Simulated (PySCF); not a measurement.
Consider CH9NSi3.

```xyz
14

Si   -2.1985   -0.0926    0.1369
N    -0.4716   -0.0885    0.1758
Si    0.7041   -1.0825   -0.6674
C     1.9270   -0.1265    0.4560
Si    0.6907    1.2916    0.1694
H    -2.7324    0.3585   -1.1584
H    -2.6170   -1.4728    0.3839
H    -2.6370    0.8198    1.1937
H     0.8751   -0.8239   -2.0999
H     0.4471   -2.4996   -0.4318
H     1.8954   -0.4891    1.4758
H     2.9651   -0.0116    0.1580
H     0.8327    1.9861   -1.1112
H     0.3473    2.2296    1.2322
```

Geometry: GFN2-xTB, coordinate held.

The calculation used PBE0/pcSseg-1, SCF density, gas phase, non-relativistic (PySCF).

**What will maps of the electron density and electron localisation function show?**

Si–N (1.73 Å): the density is about 1.1 e/Å³ at the midpoint; the ELF peaks at about 0.90 between the atoms; a shared but strongly polarised pair.
C–Si (1.92 Å): ρ is about 0.87 e/Å³ halfway; the ELF peaks at about 0.95 between the atoms; a covalent bond.
C–H (1.09 Å): ρ is about 1.9 e/Å³ halfway; the ELF climbs to about 1 towards the hydrogen, as it does in any bond to H (an ordinary covalent bond to hydrogen).
Si–H (1.46 Å): ρ at the midpoint is about 0.81 e/Å³; the ELF climbs to about 1 towards the hydrogen.

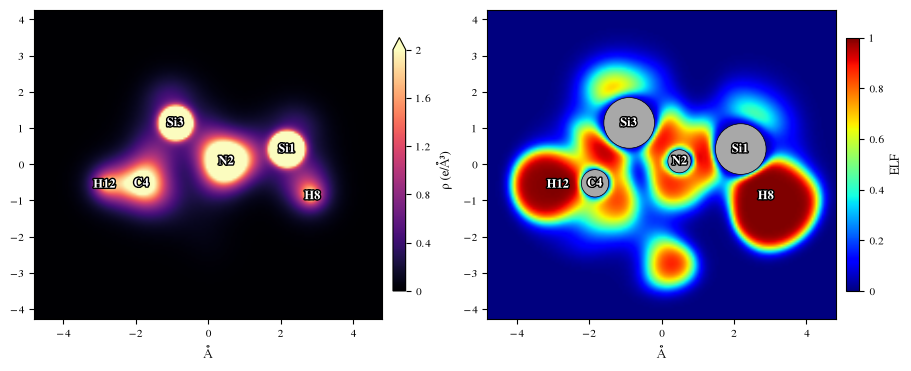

Computed electron density and electron localisation function on the plane of atoms N2, Si1 and H8, in this order. Grey discs cover the atomic cores in the ELF map. 
